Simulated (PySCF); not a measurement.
# C₄HClO₂S: what the fields show

```yaml
atoms:
  - { symbol: O, position_ang: [-0.7047, -1.5801, 0.0370] }
  - { symbol: C, position_ang: [-1.3198, -0.5648, -0.1541] }
  - { symbol: C, position_ang: [-0.6186, 0.7761, -0.1732] }
  - { symbol: O, position_ang: [-1.1893, 1.8275, -0.3607] }
  - { symbol: C, position_ang: [0.7928, 0.5677, 0.0659] }
  - { symbol: Cl, position_ang: [1.8270, 1.9648, 0.0985] }
  - { symbol: C, position_ang: [1.3340, -0.6317, 0.2621] }
  - { symbol: S, position_ang: [2.2974, -1.8149, 0.5198] }
  - { symbol: H, position_ang: [-2.4052, -0.5386, -0.3205] }
```

Geometry: GFN2-xTB.

The calculation used PBE0/pcSseg-1, SCF density, gas phase, non-relativistic in PySCF 2.14.0.

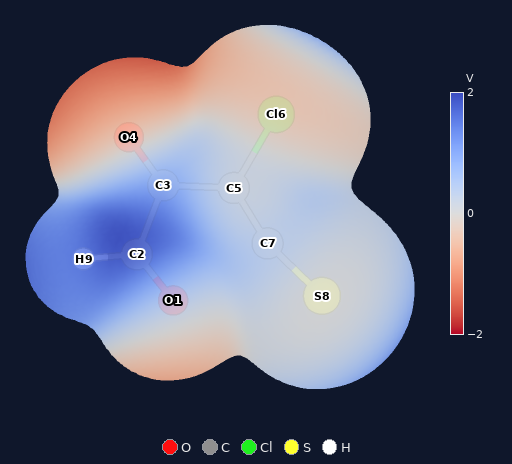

Figure 1. The electrostatic potential painted on the density surface at 0.002 e/bohr³, seen across its widest extent; red is negative and blue positive.

Question: Where is the surface potential most negative and most positive?

Answer: The most negative region (about −1.5 V, or −35 kcal/mol for a unit charge) lies over O4, the most positive (about +1.9 V, or +44 kcal/mol for a unit charge) over the π face of C2. Cl6 shows a σ-hole: about +0.8 V, or +18 kcal/mol for a unit charge at the tip opposite its bond, against about −0.4 V, or −9 kcal/mol for a unit charge on its flanks. O4 is the likeliest acceptor of a hydrogen bond.

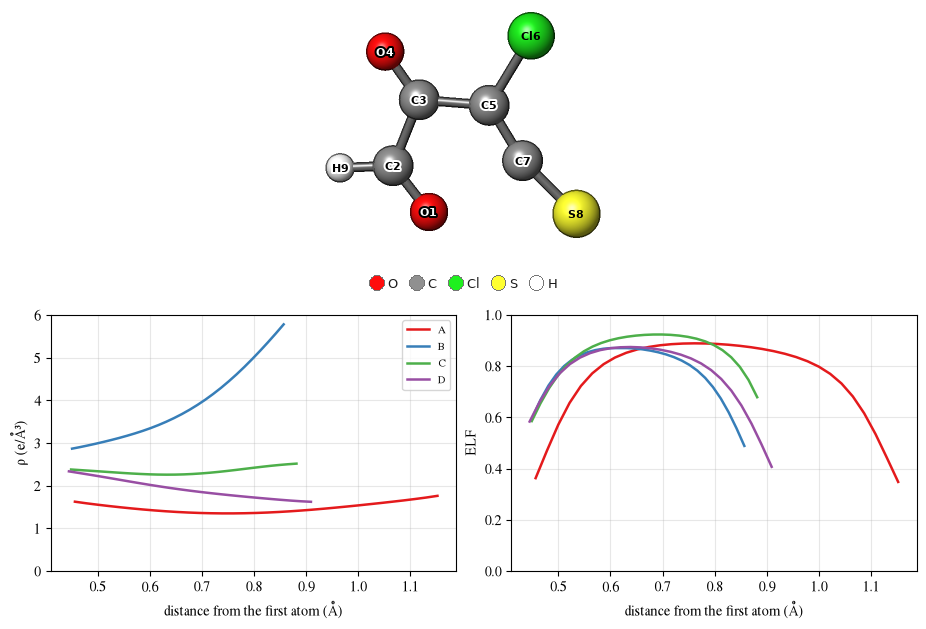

Figure 2. Electron density and ELF along straight lines between neighbouring atoms. The curves leave out the atomic cores. The structure is drawn too.

Question: Which curve belongs to which contact (C–C, C–Cl, C–O and C–S)? The first atom named is at distance zero.

Answer: Curve A: C–Cl (1.74 Å): ρ is about 1.4 e/Å³ halfway; the ELF peaks at about 0.90 between the atoms, as expected for localised, covalent bonding. Curve B: C–O (1.20 Å): the density is about 3.4 e/Å³ at the midpoint; the ELF peaks at about 0.85 between the atoms (a multiple bond). Curve C: C–C (1.33 Å): the density is about 2.3 e/Å³ at the midpoint; the ELF peaks at about 0.90 between the atoms: a short, multiple covalent bond. Curve D: C–S (1.55 Å): ρ at the midpoint is about 1.8 e/Å³; the ELF peaks at about 0.85 between the atoms, as expected for localised, covalent bonding.
